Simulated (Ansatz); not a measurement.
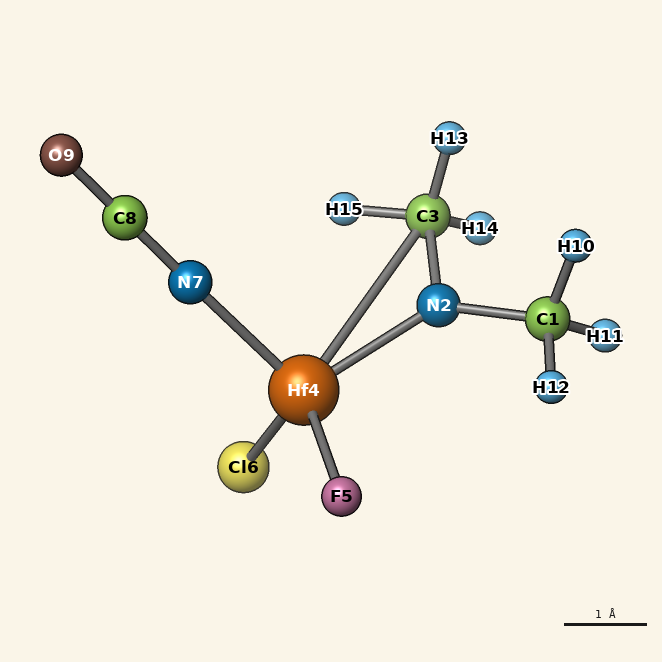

The atoms are numbered. Charge 0, singlet. The geometry was computed by an optimisation with PBE0-D4/def2-TZVP.

### Describe the coordination of atom 1.

C1 has 4 neighbours (N2 at 1.44, H10 at 1.10, H11 at 1.10, H12 at 1.09 Å); the arrangement is tetrahedral.

### How are the neighbours of atom 2 arranged?

N2 has 3 neighbours (C1 at 1.44, C3 at 1.45, Hf4 at 1.99 Å); the arrangement is trigonal planar.

### Describe the coordination of atom 7.

N7 has 2 neighbours (Hf4 at 2.04, C8 at 1.20 Å); the arrangement is linear.

### What is the geometry at C8?

C8 has 2 neighbours (N7 at 1.20, O9 at 1.16 Å); the arrangement is linear.

### Which bond is the longest?

C3–Hf4, 2.939 Å.

### What is the dihedral angle C1–N2–Hf4–N7?

124° in size, that is anticlinal.
